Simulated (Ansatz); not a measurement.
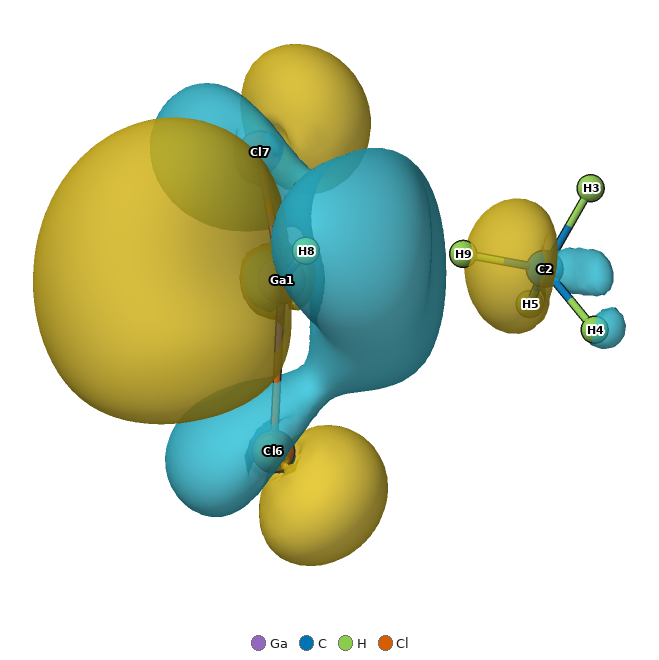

Cl$_{2}$GaH···CH$_{4}$. The LUMO at ±0.06 Å⁻³ᐟ² (yellow and cyan are the two phases), seen at a tilt.

Not at a stationary point (largest force 0.6 eV/Å).

These are results of RKS r2SCAN/def2-SVP in Ansatz, not measurements.

```xyz
9

Ga   -0.0779   -0.6064   -0.5698
C    -0.0324   -0.2746    2.5887
H    -0.9736   -0.1743    3.1448
H     0.7899   -0.5121    3.2761
H     0.1933    0.6738    2.0763
Cl    1.7800    0.3461   -1.0331
Cl   -1.8338    0.4538   -1.1726
H    -0.1473   -1.9655    0.1890
H    -0.1286   -1.0999    1.8551
```

**Where does this orbital lie, and at what energy?**

It lies mainly on Ga1 (about 65 %), Cl6 (about 10 %), Cl7 (about 10 %) and H8 (about 5 %). Its energy is −1.80 eV.
